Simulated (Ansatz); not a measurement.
## SiH$_{2}$OF$_{2}$: nudged elastic band

SiH$_{2}$OF$_{2}$, computed with RKS BHLYP-D4/def2-SVP (Ansatz 0.2.0).

It belongs to a series of runs on one base structure; here: band between the two ends. Figures and captions count atoms from 1; the log counts them from 0 in places.

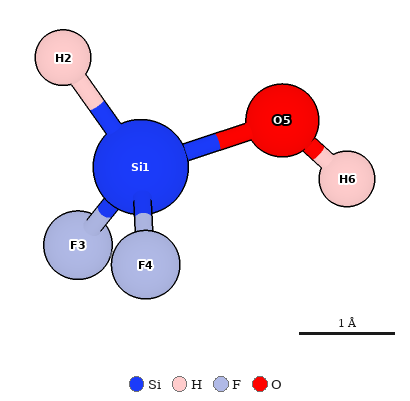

**Figure 1.** The structure as given in the input (ball-and-stick view, seen at a tilt; atoms are numbered from 1 in the order of the input).

**Key numbers**

- outcome: converged
- barrier, forward: 4.084 eV
- barrier, backward: 1.237 eV
- hardware: 1 thread of Arm Neoverse V2, 24 GiB of memory available, shared host
- wall time: 6.1 min
- peak memory: 0.12 GiB

**Remarks**

The order of the saddle point was not checked.

**Input**
```yaml
crystal:
  periodic: [false, false, false]
  atoms:
    - { symbol: Si, position_ang: [0.142323, -0.020011, 0.355476] }
    - { symbol: H, position_ang: [0.181403, 0.430409, 1.736619] }
    - { symbol: F, position_ang: [1.620407, -0.311772, -0.180251] }
    - { symbol: F, position_ang: [-0.420987, 1.137042, -0.593531] }
    - { symbol: O, position_ang: [-0.7765, -1.348458, 0.244016] }
    - { symbol: H, position_ang: [-0.914246, -1.79721, -0.586227] }
basis:
  gaussian: { orbitals: def2-SVP }
hamiltonian:
  xc: { name: BHLYP }
  dispersion: d4
neb:
  order_check: false
  images: 5
  f_tol: 0.05
  max_iterations: 60
  final_atoms:
    - { symbol: Si, position_ang: [-0.95118672, -0.28071055, 0.75082769] }
    - { symbol: H, position_ang: [1.38921831, 0.71453477, 0.35431075] }
    - { symbol: F, position_ang: [1.67411331, 0.00886332, 0.87641824] }
    - { symbol: F, position_ang: [-0.41156077, 1.09632941, 0.01340371] }
    - { symbol: O, position_ang: [-0.80952271, -1.2663301, -0.55987118] }
    - { symbol: H, position_ang: [-1.05866141, -2.18268685, -0.45898722] }
  initial_path:
    images:
      - { positions_ang: [[0.142323, -0.020011, 0.355476], [0.181403, 0.430409, 1.736619], [1.620407, -0.311772, -0.180251], [-0.420987, 1.137042, -0.593531], [-0.7765, -1.348458, 0.244016], [-0.914246, -1.79721, -0.586227]] }
      - { positions_ang: [[0.10268183, -0.01718837, 0.23174486], [0.36363917, 0.31326633, 1.65257534], [1.64280543, -0.20338486, 0.0942263], [-0.49398332, 1.17469458, -0.63495184], [-0.75349475, -1.37040622, -0.03009711], [-1.02924837, -1.80698147, -0.33739555]] }
      - { positions_ang: [[0.06304066, -0.01436574, 0.10801373], [0.54587534, 0.19612367, 1.56853168], [1.66520387, -0.09499771, 0.3687036], [-0.56697964, 1.21234717, -0.67637268], [-0.7304895, -1.39235444, -0.30421022], [-1.14425074, -1.81675294, -0.08856411]] }
      - { positions_ang: [[0.0233995, -0.0115431, -0.01571741], [0.72811151, 0.078981, 1.48448802], [1.6876023, 0.01338943, 0.6431809], [-0.63997595, 1.24999975, -0.71779352], [-0.70748425, -1.41430267, -0.57832333], [-1.2592531, -1.82652441, 0.16026734]] }
      - { positions_ang: [[-0.30146258, -0.10126559, 0.23979762], [0.94848044, 0.29083226, 1.10776226], [1.68310597, 0.01188073, 0.72092668], [-0.56383756, 1.1987763, -0.47406111], [-0.74149707, -1.36497848, -0.57217261], [-1.19238921, -1.94524522, -0.04615085]] }
      - { positions_ang: [[-0.62632465, -0.19098807, 0.49531266], [1.16884937, 0.50268351, 0.73103651], [1.67860964, 0.01037202, 0.79867246], [-0.48769916, 1.14755286, -0.2303287], [-0.77550989, -1.31565429, -0.5660219], [-1.12552531, -2.06396604, -0.25256903]] }
      - { positions_ang: [[-0.95118672, -0.28071055, 0.75082769], [1.38921831, 0.71453477, 0.35431075], [1.67411331, 0.00886332, 0.87641824], [-0.41156077, 1.09632941, 0.01340371], [-0.80952271, -1.2663301, -0.55987118], [-1.05866141, -2.18268685, -0.45898722]] }
```

Launched with:
```bash
ansatz run input.yaml --threads 1 --pin off --max-ram 2048MiB --backend cpu --events-out ev --progress --plain --runs-dir out
```

**The program's output**
```
Engine: ansatz 0.2.0, aarch64-unknown-linux-gnu
Functional definition: BHLYP
  parameter a = 0.5
  exchange = (1 - a)*b88_x + a*exact_x
  correlation = lyp_c
689 factors; integrals over basis functions are off by at most 5.5e-4 eV
mean field evaluation 1: about -15379.8259 eV, gradient 5.2e1 eV
mean field evaluation 2: about -15379.2184 eV, gradient 5.6e1 eV
mean field evaluation 4: about -15384.1746 eV, gradient 1.3e0 eV
mean field evaluation 8: about -15384.1904 eV, gradient 3.7e-3 eV
mean field -15384.19042516 eV, -565.3585703457 hartree, gradient 6.0e-5 eV, S^2 0.000000; 0 other end points of the search recorded, 0 dependent functions left out
the calculation of the forces begins
reference -15384.19054722 eV, -565.3585748315 hartree; 21, 21 occupied and 49, 49 virtual orbitals, 689 factors
692 factors; integrals over basis functions are off by at most 9.0e-4 eV
mean field evaluation 16: about -15381.2744 eV, gradient 5.5e0 eV
mean field -15381.34451564 eV, -565.2539851001 hartree, gradient 3.0e-5 eV, S^2 0.000000; 0 other end points of the search recorded, 0 dependent functions left out
[... from here on the field's lines of each further geometry are left out, up to the last ...]
NEB iter   1: max|band force component| = 5.986e1 eV/Å  barrier→ = 9.7671 eV  barrier← = 6.9201 eV  Δτ_max = 0.1983 Å  (174 SCF iters)
NEB iter   2: max|band force component| = 2.840e0 eV/Å  barrier→ = 3.9758 eV  barrier← = 1.1289 eV  Δτ_max = 0.1956 Å  (164 SCF iters)
NEB iter   3: max|band force component| = 1.757e0 eV/Å  barrier→ = 3.5298 eV  barrier← = 0.6829 eV  Δτ_max = 0.1982 Å  (144 SCF iters)
NEB iter   4: max|band force component| = 1.407e0 eV/Å  barrier→ = 4.1005 eV  barrier← = 1.2535 eV  Δτ_max = 0.1908 Å  (153 SCF iters)
NEB iter   5: max|band force component| = 3.634e0 eV/Å  barrier→ = 4.1506 eV  barrier← = 1.3036 eV  Δτ_max = 0.1033 Å  (159 SCF iters)
NEB iter   6: max|band force component| = 2.172e0 eV/Å  barrier→ = 3.8844 eV  barrier← = 1.0375 eV  Δτ_max = 0.1018 Å  (149 SCF iters)
NEB iter   7: max|band force component| = 1.742e0 eV/Å  barrier→ = 3.7308 eV  barrier← = 0.8839 eV  Δτ_max = 0.1019 Å  (146 SCF iters)
NEB iter   8: max|band force component| = 9.949e-1 eV/Å  barrier→ = 3.6849 eV  barrier← = 0.8380 eV  Δτ_max = 0.2000 Å  (144 SCF iters)
NEB iter   9: max|band force component| = 1.002e0 eV/Å  barrier→ = 3.8246 eV  barrier← = 0.9777 eV  Δτ_max = 0.2000 Å  (149 SCF iters)
NEB iter  10: max|band force component| = 7.197e-1 eV/Å  barrier→ = 4.0618 eV  barrier← = 1.2149 eV  Δτ_max = 0.2000 Å  (147 SCF iters)
NEB iter  11: max|band force component| = 1.123e0 eV/Å  barrier→ = 3.7965 eV  barrier← = 0.9496 eV  Δτ_max = 0.0970 Å  (144 SCF iters)
NEB iter  12: max|band force component| = 8.311e-1 eV/Å  barrier→ = 3.5940 eV  barrier← = 0.7470 eV  Δτ_max = 0.0995 Å  (144 SCF iters)
NEB iter  13: max|band force component| = 5.344e-1 eV/Å  barrier→ = 3.5007 eV  barrier← = 0.6538 eV  Δτ_max = 0.0991 Å  (145 SCF iters)
NEB iter  14: max|band force component| = 6.399e-1 eV/Å  barrier→ = 3.4441 eV  barrier← = 0.5971 eV  Δτ_max = 0.1933 Å  (145 SCF iters)
NEB iter  15: max|band force component| = 1.284e0 eV/Å  barrier→ = 3.3805 eV  barrier← = 0.5336 eV  CI = image 3  Δτ_max = 0.1969 Å  (152 SCF iters)
NEB iter  16: max|band force component| = 1.517e0 eV/Å  barrier→ = 3.5330 eV  barrier← = 0.6861 eV  CI = image 3  Δτ_max = 0.1947 Å  (152 SCF iters)
NEB iter  17: max|band force component| = 1.630e0 eV/Å  barrier→ = 3.6630 eV  barrier← = 0.8161 eV  CI = image 3  Δτ_max = 0.1995 Å  (151 SCF iters)
NEB iter  18: max|band force component| = 2.287e0 eV/Å  barrier→ = 3.7419 eV  barrier← = 0.8950 eV  CI = image 3  Δτ_max = 0.1971 Å  (150 SCF iters)
NEB iter  19: max|band force component| = 2.743e0 eV/Å  barrier→ = 3.9332 eV  barrier← = 1.0863 eV  CI = image 3  Δτ_max = 0.1961 Å  (156 SCF iters)
NEB iter  20: max|band force component| = 1.809e0 eV/Å  barrier→ = 4.0649 eV  barrier← = 1.2180 eV  CI = image 3  Δτ_max = 0.2000 Å  (156 SCF iters)
NEB iter  21: max|band force component| = 9.332e-1 eV/Å  barrier→ = 4.1461 eV  barrier← = 1.2992 eV  CI = image 3  Δτ_max = 0.1978 Å  (147 SCF iters)
NEB iter  22: max|band force component| = 6.156e-1 eV/Å  barrier→ = 4.0909 eV  barrier← = 1.2440 eV  CI = image 3  Δτ_max = 0.1969 Å  (152 SCF iters)
NEB iter  23: max|band force component| = 2.121e-1 eV/Å  barrier→ = 4.1001 eV  barrier← = 1.2531 eV  CI = image 3  Δτ_max = 0.1989 Å  (146 SCF iters)
NEB iter  24: max|band force component| = 9.961e-1 eV/Å  barrier→ = 4.0955 eV  barrier← = 1.2486 eV  CI = image 3  Δτ_max = 0.1007 Å  (150 SCF iters)
NEB iter  25: max|band force component| = 2.218e0 eV/Å  barrier→ = 4.1123 eV  barrier← = 1.2654 eV  CI = image 3  Δτ_max = 0.0483 Å  (147 SCF iters)
NEB iter  26: max|band force component| = 5.457e-1 eV/Å  barrier→ = 4.0863 eV  barrier← = 1.2393 eV  CI = image 3  Δτ_max = 0.0993 Å  (153 SCF iters)
NEB iter  27: max|band force component| = 1.641e-1 eV/Å  barrier→ = 4.0850 eV  barrier← = 1.2381 eV  CI = image 3  Δτ_max = 0.1199 Å  (151 SCF iters)
NEB iter  28: max|band force component| = 4.741e-1 eV/Å  barrier→ = 4.0843 eV  barrier← = 1.2374 eV  CI = image 3  Δτ_max = 0.0601 Å  (147 SCF iters)
NEB iter  29: max|band force component| = 1.826e-1 eV/Å  barrier→ = 4.0843 eV  barrier← = 1.2374 eV  CI = image 3  Δτ_max = 0.1189 Å  (136 SCF iters)
NEB iter  30: max|band force component| = 4.093e-1 eV/Å  barrier→ = 4.0843 eV  barrier← = 1.2374 eV  CI = image 3  Δτ_max = 0.0600 Å  (126 SCF iters)
NEB iter  31: max|band force component| = 6.146e-1 eV/Å  barrier→ = 4.0843 eV  barrier← = 1.2374 eV  CI = image 3  Δτ_max = 0.0301 Å  (117 SCF iters)
NEB iter  32: max|band force component| = 8.090e-2 eV/Å  barrier→ = 4.0843 eV  barrier← = 1.2374 eV  CI = image 3  Δτ_max = 0.0601 Å  (119 SCF iters)
NEB iter  33: max|band force component| = 1.165e-1 eV/Å  barrier→ = 4.0843 eV  barrier← = 1.2374 eV  CI = image 3  Δτ_max = 0.0599 Å  (114 SCF iters)
NEB iter  34: max|band force component| = 8.635e-2 eV/Å  barrier→ = 4.0843 eV  barrier← = 1.2374 eV  CI = image 3  Δτ_max = 0.1195 Å  (113 SCF iters)
NEB iter  35: max|band force component| = 2.398e-1 eV/Å  barrier→ = 4.0843 eV  barrier← = 1.2374 eV  CI = image 3  Δτ_max = 0.0602 Å  (109 SCF iters)
NEB iter  36: max|band force component| = 2.316e-1 eV/Å  barrier→ = 4.0843 eV  barrier← = 1.2374 eV  CI = image 3  Δτ_max = 0.0601 Å  (109 SCF iters)
NEB iter  37: max|band force component| = 9.859e-2 eV/Å  barrier→ = 4.0843 eV  barrier← = 1.2374 eV  CI = image 3  Δτ_max = 0.1189 Å  (109 SCF iters)
NEB iter  38: max|band force component| = 1.523e-1 eV/Å  barrier→ = 4.0843 eV  barrier← = 1.2374 eV  CI = image 3  Δτ_max = 0.0600 Å  (104 SCF iters)
NEB iter  39: max|band force component| = 1.803e-1 eV/Å  barrier→ = 4.0843 eV  barrier← = 1.2374 eV  CI = image 3  Δτ_max = 0.0300 Å  (108 SCF iters)
NEB iter  40: max|band force component| = 8.679e-2 eV/Å  barrier→ = 4.0843 eV  barrier← = 1.2374 eV  CI = image 3  Δτ_max = 0.0605 Å  (103 SCF iters)
NEB iter  41: max|band force component| = 1.063e-1 eV/Å  barrier→ = 4.0843 eV  barrier← = 1.2374 eV  CI = image 3  Δτ_max = 0.0303 Å  (107 SCF iters)
NEB iter  42: max|band force component| = 5.189e-2 eV/Å  barrier→ = 4.0843 eV  barrier← = 1.2374 eV  CI = image 3  Δτ_max = 0.0602 Å  (109 SCF iters)
NEB iter  43: max|band force component| = 3.264e-1 eV/Å  barrier→ = 4.0843 eV  barrier← = 1.2374 eV  CI = image 3  Δτ_max = 0.0301 Å  (101 SCF iters)
NEB iter  44: max|band force component| = 1.064e-1 eV/Å  barrier→ = 4.0843 eV  barrier← = 1.2374 eV  CI = image 3  Δτ_max = 0.0363 Å  (108 SCF iters)
NEB iter  45: max|band force component| = 9.079e-2 eV/Å  barrier→ = 4.0843 eV  barrier← = 1.2374 eV  CI = image 3  Δτ_max = 0.0538 Å  (107 SCF iters)
NEB iter  46: max|band force component| = 1.164e-1 eV/Å  barrier→ = 4.0843 eV  barrier← = 1.2374 eV  CI = image 3  Δτ_max = 0.0267 Å  (106 SCF iters)
NEB iter  47: max|band force component| = 1.106e-1 eV/Å  barrier→ = 4.0843 eV  barrier← = 1.2374 eV  CI = image 3  Δτ_max = 0.0134 Å  (109 SCF iters)
the calculation of the forces begins
reference -15381.24323054 eV, -565.2502629411 hartree; 21, 21 occupied and 49, 49 virtual orbitals, 691 factors
691 factors; integrals over basis functions are off by at most 1.3e-3 eV
mean field evaluation 1664: about -15380.1069 eV, gradient 1.8e-3 eV
mean field -15380.10689144 eV, -565.2085032496 hartree, gradient 2.5e-5 eV, S^2 0.000000; 1 other end points of the search recorded, 0 dependent functions left out
the calculation of the forces begins
reference -15380.10701566 eV, -565.2085078147 hartree; 21, 21 occupied and 49, 49 virtual orbitals, 691 factors
NEB iter  48: max|band force component| = 4.633e-2 eV/Å  barrier→ = 4.0843 eV  barrier← = 1.2374 eV  CI = image 3  Δτ_max = 0.0000 Å  (231 SCF iters)
```

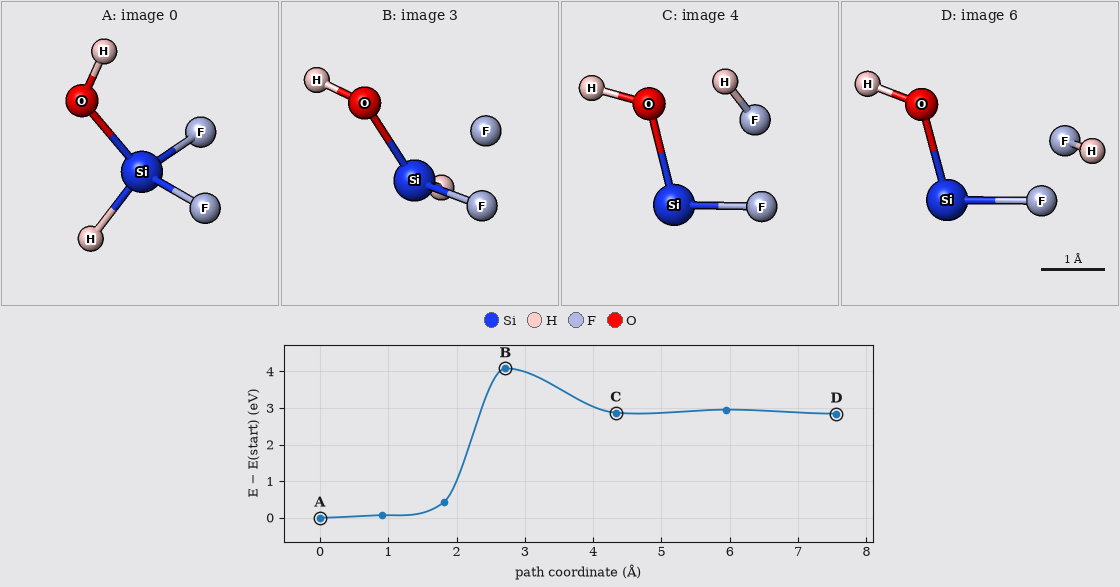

**Figure 2.** Images of the last band (counted from 0; ball-and-stick, seen at a tilt) above the energy along the path; the line is a cubic interpolation that uses the forces. The highest image is number 3, 4.084 eV above the start and 1.237 eV above the end (the climbing image); the end lies 2.847 eV above the start. The path is 7.56 Å long. The band converged in 48 iterations.

```
Total energy: -15380.21291017 eV, -565.2123993661 hartree
Atom 0 at    -0.353638     0.079685     0.316661 Å, force     0.000004    -0.000003    -0.000002 eV/Å
Atom 1 at     0.802831     0.164355     1.466348 Å, force     0.000002     0.000001    -0.000001 eV/Å
Atom 2 at     1.525309    -0.070370     0.562174 Å, force    -0.000002     0.000001     0.000003 eV/Å
Atom 3 at    -0.406027     1.228502    -0.800386 Å, force    -0.000002     0.000001     0.000001 eV/Å
Atom 4 at    -0.802778    -1.246929    -0.520723 Å, force     0.000002     0.000018    -0.000013 eV/Å
Atom 5 at    -0.933296    -2.065242    -0.047973 Å, force    -0.000003    -0.000018     0.000012 eV/Å
Dipole moment:    -0.198214    -0.384780     0.466028 e Å
this run last wrote the band of iteration 48 to [file]
```

**The last band as extended XYZ (Å, eV, eV/Å)**
```
6
Properties=species:S:1:pos:R:3:forces:R:3 image=0 energy=-15384.29707
Si    0.1423   -0.0200    0.3555   -0.0032  -0.0086  -0.0103
H     0.1814    0.4304    1.7366   -0.0003   0.0018   0.0049
F     1.6204   -0.3118   -0.1803    0.0029   0.0008   0.0017
F    -0.4210    1.1370   -0.5935   -0.0011   0.0015   0.0007
O    -0.7765   -1.3485    0.2440    0.0019   0.0015   0.0009
H    -0.9142   -1.7972   -0.5862   -0.0002   0.0031   0.0021
6
Properties=species:S:1:pos:R:3:forces:R:3 image=1 energy=-15384.22912
Si    0.2124   -0.0542    0.2765    0.0094  -0.0046   0.0015
H     0.0915    0.2326    1.7021   -0.0123   0.0010   0.0020
F     1.7517   -0.0865   -0.1254    0.0072   0.0077  -0.0123
F    -0.4732    1.1444   -0.5289   -0.0057  -0.0087   0.0052
O    -0.4092   -1.4761   -0.1859    0.0275  -0.0194   0.0121
H    -1.3407   -1.6700   -0.1622   -0.0261   0.0239  -0.0085
6
Properties=species:S:1:pos:R:3:forces:R:3 image=2 energy=-15383.87899
Si    0.0561    0.0218    0.2481    0.9813  -0.1408  -0.1769
H     0.2421    0.2496    1.6666   -1.3905   0.2206   0.5022
F     1.6382   -0.1846    0.1066    0.2596  -0.2620  -1.0578
F    -0.3887    1.2606   -0.6512    0.0574   0.0680   0.3379
O    -0.8182   -1.1911   -0.3791   -0.0125   0.1245   0.3269
H    -0.8970   -2.0664   -0.0149    0.1048  -0.0103   0.0677
6
Properties=species:S:1:pos:R:3:forces:R:3 image=3 energy=-15380.21279
Si   -0.3536    0.0797    0.3167    0.0000   0.0000   0.0000
H     0.8028    0.1644    1.4663    0.0000   0.0000   0.0000
F     1.5253   -0.0704    0.5622    0.0000   0.0000   0.0000
F    -0.4060    1.2285   -0.8004    0.0000   0.0000   0.0000
O    -0.8028   -1.2469   -0.5207    0.0000   0.0000   0.0000
H    -0.9333   -2.0652   -0.0480    0.0000   0.0000   0.0000
6
Properties=species:S:1:pos:R:3:forces:R:3 image=4 energy=-15381.42461
Si   -1.0760    0.2427    0.2299   -0.1678   0.0403  -0.0373
H     1.1658   -0.4616    0.6660    0.0995  -0.1666  -0.1868
F     1.2160    0.3529    1.1029   -0.0483   0.0569   0.1287
F    -0.4638    1.1684   -0.9459    0.0218   0.0021  -0.0111
O    -0.3182   -1.2013   -0.2113    0.0795   0.0305   0.0767
H    -0.6915   -2.0111    0.1345    0.0153   0.0369   0.0298
6
Properties=species:S:1:pos:R:3:forces:R:3 image=5 energy=-15381.34053
Si   -1.5761   -0.0453   -0.3565   -0.0059   0.0052  -0.0019
H     1.1206    0.1672    0.6332    0.0225  -0.0150   0.0022
F     2.0151    0.1611    0.8321   -0.0156  -0.0014  -0.0027
F    -0.6281    1.1667    0.1843    0.0005  -0.0020   0.0021
O    -0.4607   -1.2215   -0.0573   -0.0417   0.0103  -0.0175
H    -0.6384   -2.1382   -0.2597    0.0402   0.0028   0.0178
6
Properties=species:S:1:pos:R:3:forces:R:3 image=6 energy=-15381.45015
Si   -0.9512   -0.2807    0.7508    0.0024   0.0070  -0.0057
H     1.3892    0.7145    0.3543    0.0001  -0.0026   0.0017
F     1.6741    0.0089    0.8764   -0.0007   0.0019  -0.0021
F    -0.4116    1.0963    0.0134   -0.0025  -0.0085   0.0045
O    -0.8095   -1.2663   -0.5599    0.0002   0.0045   0.0005
H    -1.0587   -2.1827   -0.4590    0.0005  -0.0025   0.0012
```
